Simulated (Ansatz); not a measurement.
The parent structure is GaN in the wurtzite structure (space group P6_3mc, No. 186; a = 3.183 Å, c = 5.185 Å).

Modification: 0.0682 holes added to each cell, a density of 1.5×10^21 cm⁻³, with a uniform compensating background at fixed cell and a 300 K Fermi–Dirac width.

The values are results of PBEsol/PAW in Ansatz (a first-principles code), without spin-orbit coupling, not measurements.

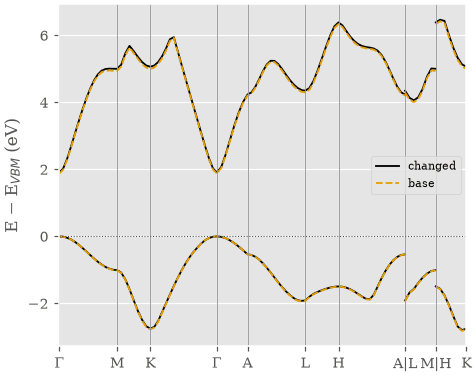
Figure. Highest valence and lowest conduction band along the path, each from its own valence-band maximum

Problem. From the figure, how large is the changed gap, and is it direct?

Solution. About 1.9 eV, direct at Γ.

Charged cell with a jellium background: band edges are those of the host's band count, energies are not comparable with the neutral cell, and many-body gap narrowing is missing. Stability against distortions was not tested.
